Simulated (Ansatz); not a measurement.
**A ladder of methods for SiPH4 (SMILES [SiH2]P)**

SiPH4: 6 atoms, total charge 0, spin state doublet. As SMILES, `[SiH2]P`. Geometry: relaxed at GFN2-xTB. This is one conformer, not always the lowest.

Each level gives the electronic atomisation energy (eV). The values are calculated. Electronic energies at fixed atoms, without zero-point motion or spin-orbit coupling.

```
           level                    kind  program  value (eV)  less FCI/STO-3G  CPU time (all runs)
      UHF/STO-3G            Hartree–Fock   Ansatz       16.07            -2.27               0.23 s
 U-revPBE/STO-3G                     GGA   Ansatz       21.44            +3.10                  2 s
     UPBE/STO-3G                     GGA   Ansatz       21.89            +3.55                2.1 s
 U-r2SCAN/STO-3G                meta-GGA   Ansatz       21.53            +3.19                5.2 s
    UPBE0/STO-3G           global hybrid   Ansatz       21.30            +2.96                  2 s
U-wB97M-V/STO-3G  range-separated hybrid   Ansatz       22.17            +3.83                 17 s
  UB2PLYP/STO-3G           double hybrid   Ansatz       20.27            +1.93                2.5 s
 UBCCD(T)/STO-3G   coupled cluster or CI   Ansatz       18.33            -0.01               0.42 s
 UCCSD(T)/STO-3G   coupled cluster or CI   Ansatz       18.33            -0.01               0.37 s
      FCI/STO-3G      exact in the basis   Ansatz       18.34             0.00                3.4 s
```

FCI/STO-3G is exact within its basis and frozen core, so for wave-function methods in that basis the difference is their error; functionals converge differently with the basis, so for them it is only a difference. The values span 16.07 to 22.17 eV. All rows use very small basis sets, so even the best lies far from the true value. Times are those of the runs behind each value, whatever else they computed, on shared processors of several kinds: orders of magnitude only.

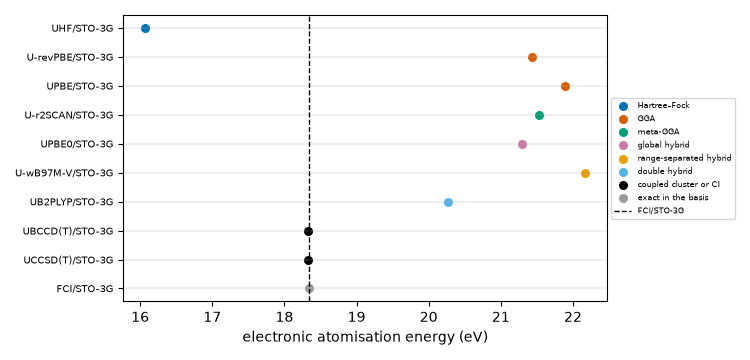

The values of the table, level by level.
